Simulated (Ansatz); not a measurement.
# C4GeN4O4 (SMILES O=C=[N][Ge]([N]=C=O)([N]=C=O)[N]=C=O): what the fields show

Input

```
crystal:
  periodic: [false, false, false]
  atoms:
    - {symbol: O, position_ang: [-0.957413, 2.739736, 2.290370]}
    - {symbol: C, position_ang: [-0.953700, 1.734090, 1.716476]}
    - {symbol: N, position_ang: [-1.023437, 0.663526, 1.161568]}
    - {symbol: Ge, position_ang: [-0.039990, -0.199996, -0.076858]}
    - {symbol: N, position_ang: [1.351541, 0.849643, -0.535536]}
    - {symbol: C, position_ang: [2.285970, 0.780087, -1.296647]}
    - {symbol: O, position_ang: [3.206033, 0.790250, -2.000163]}
    - {symbol: N, position_ang: [-1.036461, -0.584196, -1.520635]}
    - {symbol: C, position_ang: [-2.048400, -0.164349, -2.025171]}
    - {symbol: O, position_ang: [-3.011335, 0.181256, -2.568793]}
    - {symbol: N, position_ang: [0.547066, -1.770890, 0.564997]}
    - {symbol: C, position_ang: [0.743695, -2.258212, 1.650589]}
    - {symbol: O, position_ang: [0.956932, -2.795546, 2.654605]}
basis:
  gaussian: {orbitals: def2-TZVPP}
hamiltonian: {xc: pbe0, dispersion: d4}
output: {orbitals: {seedname: orbitals}}
```

Launched as:

```sh
ansatz run in.yaml --threads 4 --pin off --events-out ev --progress --plain --max-ram 66560MiB --backend cuda --devices 0, --max-vram 37GiB
```

Geometry: PBE0-D4/def2-TZVP.

All numbers below come from Ansatz, RKS PBE0-D4/def2-TZVPP.

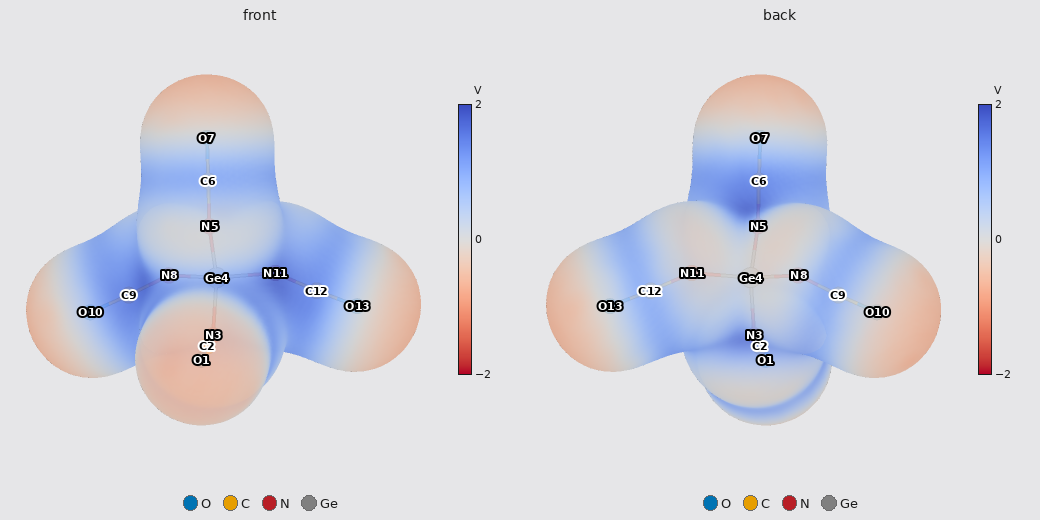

Figure 1. The molecular electrostatic potential painted on the density surface at 0.001 e/bohr³, seen from the front and from behind; the colour scale runs from red (negative) to blue (positive).

> Which sites attract a positive test charge, and which a negative one?

A positive charge is drawn to the negative regions and a negative charge to the positive ones. The most negative region (about −0.6 V) lies over O1, O7, O10 and O13, the most positive (about +1.6 V) over Ge4.

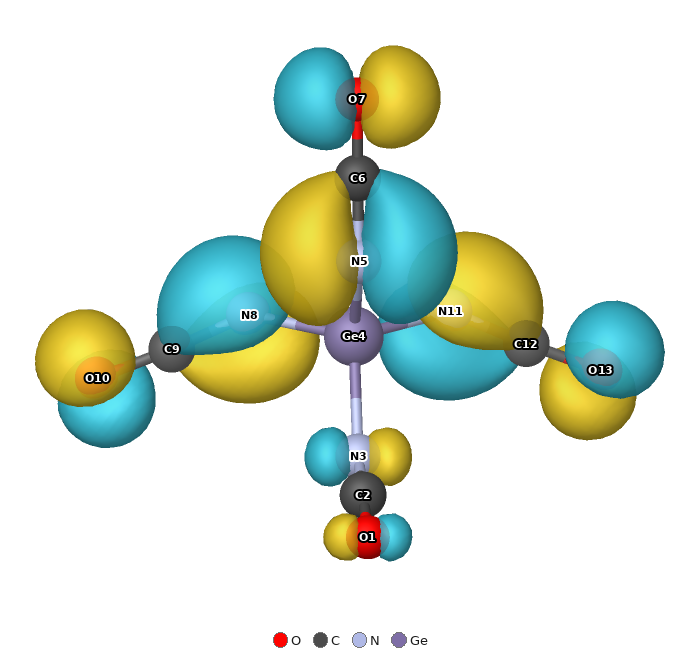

Figure 2. The HOMO at ±0.08 Å⁻³ᐟ² (yellow and cyan are the two phases), seen across its widest extent.

> What is the character of this orbital?

By Hirshfeld shares it lies mainly on N5 (about 20 %), N8 (about 15 %), N11 (about 15 %), O7 (about 10 %), O10 (about 10 %) and O13 (about 10 %); largely a combination of lone pairs on N5, N8, N11, O7, O10 and O13. Its energy is −9.25 eV.

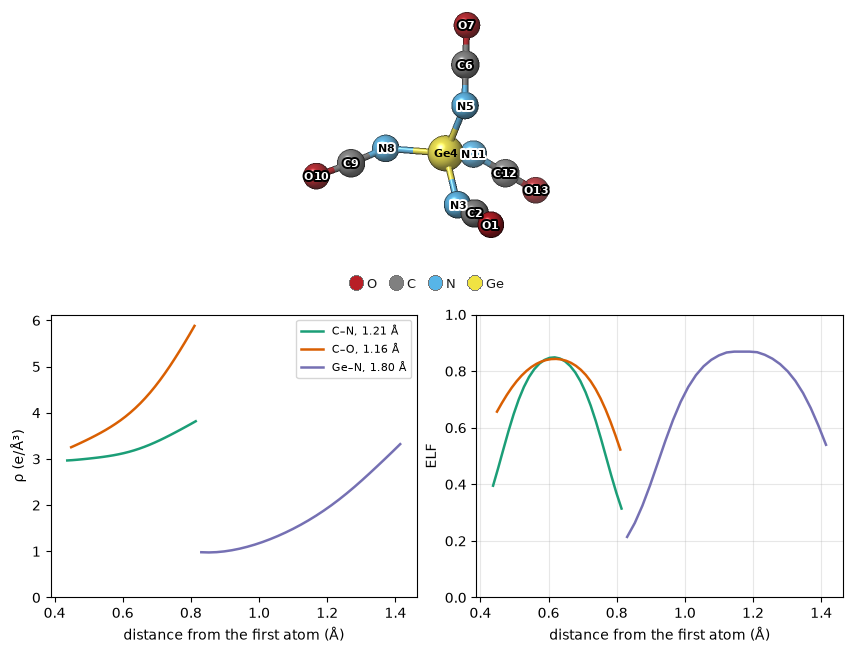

Figure 3. Electron density and ELF along straight lines between neighbouring atoms. The curves leave out the atomic cores. The structure is drawn too.

> What can be read from the curves?

C–N (1.21 Å): ρ at the midpoint is about 3.1 e/Å³; the ELF peaks at about 0.85 between the atoms; a multiple bond.
C–O (1.16 Å): ρ is about 3.8 e/Å³ halfway; the ELF peaks at about 0.85 between the atoms; a short, multiple covalent bond.
Ge–N (1.80 Å): the density is about 1 e/Å³ at the midpoint; the ELF peaks at about 0.85 in the valence shell of N, 0.7 Å from its nucleus, and is about 0.40 at the midpoint.

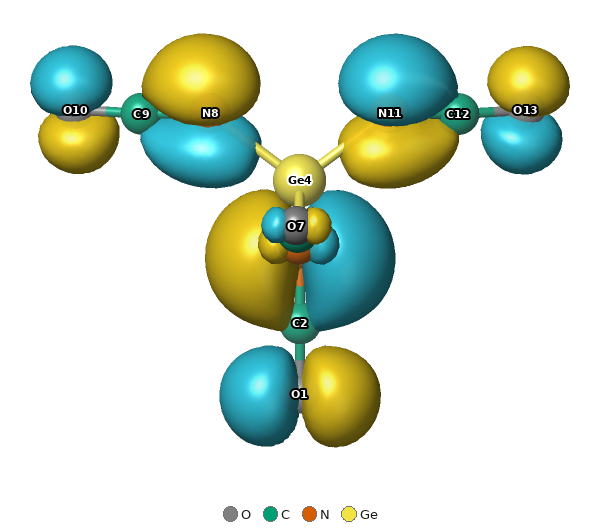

Figure 4. The HOMO−1 at ±0.08 Å⁻³ᐟ² (yellow and cyan are the two phases), seen from one side.

> Where does this orbital lie, and at what energy?

By Hirshfeld shares it lies mainly on N3 (about 25 %), O1 (about 20 %), N8 (about 10 %), N11 (about 10 %), C2 (about 10 %), O10 (about 5 %) and O13 (about 5 %); largely a combination of lone pairs on N3, O1, N8, N11, O10 and O13. Its energy is −9.38 eV.
